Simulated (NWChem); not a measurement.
**One shape, several levels: C2H7P (dimethylphosphine)**

Wanted: a comparison of 6 runs (HF/STO-3G, HF/def2-SVP, HF/6-311+G**, B3LYP/6-31G*, PBE0/def2-SVP, PBE/def2-TZVP) of C2H7P (dimethylphosphine). 

The results are computed with NWChem 7.3.0.

## (1) Starting point

C2H7P: 10 atoms, total charge 0, spin state singlet. As SMILES, `CPC`. Geometry: relaxed at PBE0-D4/def2-TZVP.

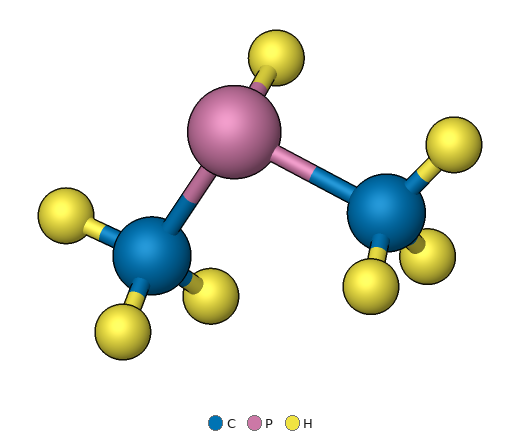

Viewed from a chosen angle; carbon blue, phosphorus pink, hydrogen yellow.

## (2) Energy and gradient at HF/STO-3G (run 1)

The input, mol.xyz:

```xyz
10
C2H7P
C     -0.939890     0.562750    -0.912230
P      0.641740     0.851990    -0.010090
C      0.649850    -0.610720     1.112180
H     -1.045210    -0.461770    -1.274720
H     -1.003490     1.248870    -1.759000
H     -1.773550     0.787080    -0.243020
H      1.509100     0.316840    -1.001430
H     -0.090800    -0.454900     1.899770
H      1.627440    -0.693200     1.591080
H      0.424820    -1.546950     0.597430
```

The input, run.py:

```python
from ase.io import read
from ase.calculators.nwchem import NWChem

molecule = read('mol.xyz')

calc = NWChem(
    label='mol',
    theory='scf',
    memory='2200 mb',
    basis='STO-3G',
    basispar='spherical bse',
    scf={'nopen': '0', 'rhf': None, 'thresh': '1e-08', 'maxiter': '80'},
)
molecule.calc = calc

forces = molecule.get_forces()
e = molecule.get_potential_energy()
print(f"E = {e:.6f} eV")
print("forces (eV/A):")
for s, f in zip(molecule.symbols, forces):
    print(f"{s:2s} {f[0]:10.5f} {f[1]:10.5f} {f[2]:10.5f}")
print("dipole (e A):", molecule.get_dipole_moment().round(4))
```

On the command line:

```console
export ASE_NWCHEM_COMMAND="nwchem PREFIX.nwi > PREFIX.nwo"
python run.py
```

The program printed:

```text
E = -11314.798344 eV
forces (eV/A):
C    -0.03368    0.02293    0.11627
P     0.82908   -0.22610   -0.78218
C    -0.09467    0.06824    0.03759
H    -0.06618    0.37188    0.06412
H    -0.02952   -0.32674    0.23027
H     0.20692   -0.17998   -0.33532
H    -0.82244    0.33054    0.83756
H     0.26169   -0.22065   -0.26503
H    -0.34854   -0.09122   -0.17581
H     0.09734    0.25109    0.27249
dipole (e A): [-0.0299 -0.0927 -0.0303]
```

The calculator wrote mol.nwi:

```
title "mol"

permanent_dir mol

scratch_dir mol

start mol

geometry units angstrom nocenter noautosym noautoz
  C  -9.3989000000000000e-01 5.6274999999999997e-01 -9.1222999999999999e-01
  P  6.4173999999999998e-01 8.5199000000000003e-01 -1.0090000000000000e-02
  C  6.4985000000000004e-01 -6.1072000000000004e-01 1.1121799999999999e+00
  H  -1.0452100000000000e+00 -4.6177000000000001e-01 -1.2747200000000001e+00
  H  -1.0034900000000000e+00 1.2488699999999999e+00 -1.7589999999999999e+00
  H  -1.7735500000000000e+00 7.8708000000000000e-01 -2.4302000000000001e-01
  H  1.5091000000000001e+00 3.1684000000000001e-01 -1.0014300000000000e+00
  H  -9.0800000000000006e-02 -4.5490000000000003e-01 1.8997700000000000e+00
  H  1.6274400000000000e+00 -6.9320000000000004e-01 1.5910800000000000e+00
  H  4.2481999999999998e-01 -1.5469500000000000e+00 5.9743000000000002e-01
end

memory 2200 mb

basis spherical bse noprint
   * library STO-3G
end

scf
  nopen 0
  rhf
  thresh 1e-08
  maxiter 80
end

task scf gradient
```

mol.nwo, cut to the lines that bear on the results:

```text
[...]
      One-electron energy =   -800.434386853240
[... 1 line left out ...]
 Nuclear repulsion energy =    113.554281453777
[... 34 lines left out ...]
                       ROHF Final Molecular Orbital Analysis
[... 177 lines left out ...]
     1   1 0 0     -0.056511      0.000000     14.237517
[...]
  wavefunction    =   RHF
                         RHF ENERGY GRADIENTS
    atom               coordinates                        gradient
                 x          y          z           x          y          z
   1 C      -1.776135   1.063443  -1.723865    0.000655  -0.000446  -0.002261
   2 P       1.212713   1.610028  -0.019067   -0.016123   0.004397   0.015211
   3 C       1.228038  -1.154093   2.101715    0.001841  -0.001327  -0.000731
[... 6 lines of this table left out ...]
  10 H       0.802793  -2.923312   1.128979   -0.001893  -0.004883  -0.005299
[...]
```

Wall time 2.2 s (1 thread of Intel Xeon Platinum 8488C (Sapphire Rapids), shared host); peak memory 0.1 GiB.

## (3) Energy and gradient at HF/def2-SVP (run 2)

The input, c2h7p.xyz:

```xyz
10
dimethylphosphine
C     -0.939890     0.562750    -0.912230
P      0.641740     0.851990    -0.010090
C      0.649850    -0.610720     1.112180
H     -1.045210    -0.461770    -1.274720
H     -1.003490     1.248870    -1.759000
H     -1.773550     0.787080    -0.243020
H      1.509100     0.316840    -1.001430
H     -0.090800    -0.454900     1.899770
H      1.627440    -0.693200     1.591080
H      0.424820    -1.546950     0.597430
```

The input, run.py:

```python
from ase.io import read
from ase.calculators.nwchem import NWChem

mol = read('c2h7p.xyz')

calc = NWChem(
    label='c2h7p',
    theory='scf',
    memory='2200 mb',
    basis='def2-SVP',
    basispar='spherical bse',
    scf={'nopen': '0', 'rhf': None, 'thresh': '1e-08', 'maxiter': '80'},
)
mol.calc = calc

forces = mol.get_forces()
print(f"energy = {mol.get_potential_energy():.6f} eV")
print("forces (eV/A):")
for s, f in zip(mol.symbols, forces):
    print(f"{s:2s} {f[0]:10.5f} {f[1]:10.5f} {f[2]:10.5f}")
print("dipole (e A):", mol.get_dipole_moment().round(4))
```

On the command line:

```console
export ASE_NWCHEM_COMMAND="nwchem PREFIX.nwi > PREFIX.nwo"
python run.py
```

The program printed:

```text
energy = -11439.166846 eV
forces (eV/A):
C    -0.24719    0.06705   -0.07688
P     0.30375   -0.04793   -0.26631
C     0.00242   -0.11699    0.24024
H    -0.00180    0.04685   -0.00067
H    -0.02473   -0.03198    0.00345
H    -0.01702   -0.01939   -0.04391
H    -0.02998    0.15000    0.11056
H     0.01980   -0.04669    0.00334
H    -0.02689   -0.03039    0.00087
H     0.02165    0.02952    0.02926
dipole (e A): [-0.1193 -0.2305 -0.04  ]
```

The calculator wrote c2h7p.nwi:

```
title "c2h7p"

permanent_dir c2h7p

scratch_dir c2h7p

start c2h7p

geometry units angstrom nocenter noautosym noautoz
  C  -9.3989000000000000e-01 5.6274999999999997e-01 -9.1222999999999999e-01
  P  6.4173999999999998e-01 8.5199000000000003e-01 -1.0090000000000000e-02
  C  6.4985000000000004e-01 -6.1072000000000004e-01 1.1121799999999999e+00
  H  -1.0452100000000000e+00 -4.6177000000000001e-01 -1.2747200000000001e+00
  H  -1.0034900000000000e+00 1.2488699999999999e+00 -1.7589999999999999e+00
  H  -1.7735500000000000e+00 7.8708000000000000e-01 -2.4302000000000001e-01
  H  1.5091000000000001e+00 3.1684000000000001e-01 -1.0014300000000000e+00
  H  -9.0800000000000006e-02 -4.5490000000000003e-01 1.8997700000000000e+00
  H  1.6274400000000000e+00 -6.9320000000000004e-01 1.5910800000000000e+00
  H  4.2481999999999998e-01 -1.5469500000000000e+00 5.9743000000000002e-01
end

memory 2200 mb

basis spherical bse noprint
   * library def2-SVP
end

scf
  nopen 0
  rhf
  thresh 1e-08
  maxiter 80
end

task scf gradient
```

c2h7p.nwo, cut to the lines that bear on the results:

```text
[...]
      One-electron energy =   -803.509309714677
[... 1 line left out ...]
 Nuclear repulsion energy =    113.554281453777
[... 35 lines left out ...]
                       ROHF Final Molecular Orbital Analysis
[... 188 lines left out ...]
     1   1 0 0     -0.225388      0.000000     14.237517
[...]
  wavefunction    =   RHF
                         RHF ENERGY GRADIENTS
    atom               coordinates                        gradient
                 x          y          z           x          y          z
   1 C      -1.776135   1.063443  -1.723865    0.004807  -0.001304   0.001495
   2 P       1.212713   1.610028  -0.019067   -0.005907   0.000932   0.005179
   3 C       1.228038  -1.154093   2.101715   -0.000047   0.002275  -0.004672
[... 6 lines of this table left out ...]
  10 H       0.802793  -2.923312   1.128979   -0.000421  -0.000574  -0.000569
[...]
```

Run time: 9.9 s. Hardware: 1 thread of Intel Xeon Platinum 8488C (Sapphire Rapids), shared host; peak memory 0.1 GiB.

Run 3 isn't shown in full; the table further down has it.

## (4) Energy and gradient at B3LYP/6-31G(d) (spherical functions) (run 4)

The input, c2h7p.nw:

```
start c2h7p
title "C2H7P B3LYP"
memory total 2200 mb
charge 0

geometry noautosym nocenter noautoz
   C       -0.939890       0.562750      -0.912230
   P        0.641740       0.851990      -0.010090
   C        0.649850      -0.610720       1.112180
   H       -1.045210      -0.461770      -1.274720
   H       -1.003490       1.248870      -1.759000
   H       -1.773550       0.787080      -0.243020
   H        1.509100       0.316840      -1.001430
   H       -0.090800      -0.454900       1.899770
   H        1.627440      -0.693200       1.591080
   H        0.424820      -1.546950       0.597430
end

basis spherical bse
   * library 6-31G*
end

dft
   xc b3lyp
   grid xfine
   convergence energy 1e-08
   iterations 100
   mulliken
   noprint "final vectors analysis"
end

task dft gradient
```

On the command line:

```console
nwchem c2h7p.nw > c2h7p.out
```

The program printed:

```text
[...]
          Wavefunction type:  closed shell.
          No. of atoms     :    10
          No. of electrons :    34
[...]
          Charge           :     0
          Spin multiplicity:     1
[...]
          AO basis - number of functions:    60
[...]
              XC Information
              --------------
                         B3LYP Method XC Potential
                     Hartree-Fock (Exact) Exchange  0.200
                        Slater Exchange Functional  0.800 local
                    Becke 1988 Exchange Functional  0.720 non-local
              Lee-Yang-Parr Correlation Functional  0.810
                  VWN I RPA Correlation Functional  0.190 local
[...]
 d= 0,ls=0.0,diis     1   -421.7470390697 -5.35D+02  7.05D-03  2.14D-01     3.2
[...]
 d= 0,ls=0.0,diis     8   -421.7728320468 -2.77D-10  7.16D-07  1.99D-09    22.2
         Total DFT energy =     -421.772832046766
      One electron energy =     -804.296463018807
           Coulomb energy =      305.741224813934
    Exchange-Corr. energy =      -36.771875295670
 Nuclear repulsion energy =      113.554281453777
[...]
      Total Density - Mulliken Population Analysis
     ---------------------------------------------
    Atom       Charge   Shell Charges
 -----------   ------   -------------------------------------------------------
    1 C    6     6.62   2.00  0.67  2.12  0.69  1.12  0.03
    2 P   15    14.76   2.00  2.00  5.97  1.21  2.32  0.47  0.67  0.12
    3 C    6     6.62   2.00  0.67  2.12  0.69  1.12  0.03
    4 H    1     0.83   0.52  0.31
    5 H    1     0.83   0.52  0.31
    6 H    1     0.83   0.52  0.31
    7 H    1     1.01   0.52  0.49
    8 H    1     0.83   0.52  0.31
    9 H    1     0.83   0.52  0.31
   10 H    1     0.83   0.52  0.31
[...]
  wavefunction    = closed shell
                         DFT ENERGY GRADIENTS
    atom               coordinates                        gradient
                 x          y          z           x          y          z
   1 C      -1.776135   1.063443  -1.723865    0.004683   0.000384   0.002615
   2 P       1.212713   1.610028  -0.019067   -0.007082  -0.009687  -0.000054
   3 C       1.228038  -1.154093   2.101715   -0.000206   0.003989  -0.003598
   4 H      -1.975161  -0.872619  -2.408872    0.001124   0.002058   0.001191
   5 H      -1.896321   2.360022  -3.324028    0.000821  -0.001041   0.002013
   6 H      -3.351524   1.487366  -0.459241    0.002280  -0.000200  -0.000709
   7 H       2.851785   0.598741  -1.892428   -0.001557   0.000510   0.001518
   8 H      -0.171587  -0.859636   3.590045    0.001321   0.000511  -0.001937
   9 H       3.075416  -1.309958   3.006705   -0.001801   0.000894  -0.001327
  10 H       0.802793  -2.923312   1.128979    0.000417   0.002581   0.000289
[...]
```

Wall time 28 s (1 thread of Intel Xeon Platinum 8488C (Sapphire Rapids), shared host); peak memory 0.14 GiB.

Run 5 isn't shown in full; the table further down has it.

## (5) Energy and forces at PBE/def2-TZVP (run 6)

The input, calc.nw:

```
start calc
title "C2H7P gradient"
memory total 2200 mb

geometry units angstroms noautosym nocenter noautoz
  C    -0.939890    0.562750   -0.912230
  P     0.641740    0.851990   -0.010090
  C     0.649850   -0.610720    1.112180
  H    -1.045210   -0.461770   -1.274720
  H    -1.003490    1.248870   -1.759000
  H    -1.773550    0.787080   -0.243020
  H     1.509100    0.316840   -1.001430
  H    -0.090800   -0.454900    1.899770
  H     1.627440   -0.693200    1.591080
  H     0.424820   -1.546950    0.597430
end

basis spherical bse
  * library def2-TZVP
end

dft
  xc xpbe96 cpbe96
  grid fine
  convergence energy 1e-08
  iterations 100
  mulliken
  print medium
end

task dft gradient
```

On the command line:

```console
nwchem calc.nw > calc.out
```

The program printed:

```text
[...]
          Wavefunction type:  closed shell.
          No. of atoms     :    10
          No. of electrons :    34
[...]
          Charge           :     0
          Spin multiplicity:     1
[...]
          AO basis - number of functions:   141
[...]
              XC Information
              --------------
          PerdewBurkeErnzerhof Exchange Functional  1.000
            Perdew 1991 LDA Correlation Functional  1.000 local
           PerdewBurkeErnz. Correlation Functional  1.000 non-local
[...]
 d= 0,ls=0.0,diis     1   -421.5050670040 -5.35D+02  2.97D-03  6.98D-01     6.4
[...]
 d= 0,ls=0.0,diis     8   -421.5344767694  1.91D-09  1.41D-06  6.26D-08    42.3
         Total DFT energy =     -421.534476769430
      One electron energy =     -804.440241841490
           Coulomb energy =      305.788338619242
    Exchange-Corr. energy =      -36.436855000959
 Nuclear repulsion energy =      113.554281453777
[...]
      Total Density - Mulliken Population Analysis
     ---------------------------------------------
    Atom       Charge   Shell Charges
 -----------   ------   -------------------------------------------------------
    1 C    6     6.40   0.85  1.12  0.52  0.67  0.08  1.34  1.32  0.47  0.01  0.03  0.00
    2 P   15    15.01   2.01  0.52  1.44  1.06  0.66  4.18  1.65  0.77  1.75  0.70  0.08  0.16  0.02
    3 C    6     6.40   0.85  1.12  0.52  0.67  0.08  1.34  1.32  0.47  0.01  0.03  0.00
    4 H    1     0.87   0.27  0.46  0.12  0.02
    5 H    1     0.86   0.27  0.46  0.11  0.02
    6 H    1     0.87   0.27  0.46  0.11  0.02
    7 H    1     0.97   0.25  0.51  0.19  0.01
    8 H    1     0.87   0.27  0.46  0.11  0.02
    9 H    1     0.86   0.27  0.46  0.11  0.02
   10 H    1     0.87   0.27  0.46  0.12  0.02
[...]
  wavefunction    = closed shell
                         DFT ENERGY GRADIENTS
    atom               coordinates                        gradient
                 x          y          z           x          y          z
   1 C      -1.776135   1.063443  -1.723865    0.000004   0.000412   0.000568
   2 P       1.212713   1.610028  -0.019067   -0.001876  -0.007728  -0.003007
   3 C       1.228038  -1.154093   2.101715   -0.000270   0.000610   0.000232
   4 H      -1.975161  -0.872619  -2.408872    0.000811   0.004423   0.001747
   5 H      -1.896321   2.360022  -3.324028    0.000424  -0.002866   0.003596
   6 H      -3.351524   1.487366  -0.459241    0.003529  -0.000982  -0.002718
   7 H       2.851785   0.598741  -1.892428   -0.002541   0.001975   0.003140
   8 H      -0.171587  -0.859636   3.590045    0.003031  -0.000613  -0.003358
   9 H       3.075416  -1.309958   3.006705   -0.004071   0.000452  -0.002130
  10 H       0.802793  -2.923312   1.128979    0.000958   0.004316   0.001930
[...]
```

Wall time 56 s (1 thread of Intel Xeon Platinum 8488C (Sapphire Rapids), shared host); peak memory 0.14 GiB.

## (6) Overview of the runs

```
run                               level  iteration cap  module  energy (Eh)  dipole moment (D)  HOMO energy (eV)  LUMO energy (eV)  wall time
  1                           HF/STO-3G             80     scf  -415.811173               0.49             -7.23             12.92      2.2 s
  2                         HF/def2-SVP             80     scf  -420.381631               1.26             -9.31              4.39      9.9 s
  3                        HF/6-311+G**             80     scf  -420.573386               1.35             -9.34              1.61       29 s
  4  B3LYP/6-31G* (spherical functions)            100     dft  -421.772832               1.43                 –                 –       28 s
  5                       PBE0/def2-SVP            100     dft  -421.376538               1.32                 –                 –       35 s
  6                       PBE/def2-TZVP            100     dft  -421.534477               1.32             -5.51             -0.03       56 s
```

## (7) Outcome

| quantity | value |
| --- | --- |
| run 6: total energy | -421.53448 Eh |
| run 6: dipole moment | 1.32 D |
| run 6: HOMO energy | -5.51 eV |
| run 6: LUMO energy | -0.03 eV |
| run 6: HOMO–LUMO gap | 5.48 eV |
| run 6: largest force on an atom | 0.437 eV/Å |

In words: The dipole moment (its size) runs from 0.49 D (HF/STO-3G) to 1.43 D (B3LYP/6-31G*). The two ends differ in method and basis. Over runs 1, 2, 3, 6 the HOMO–LUMO gap runs from 5.48 eV (PBE/def2-TZVP) to 20.15 eV (HF/STO-3G). Totals of different functionals can't be ranked against each other. In run 1 the basis is minimal, so the values are rough. All runs together took 2.7 min, the longest 56 s.
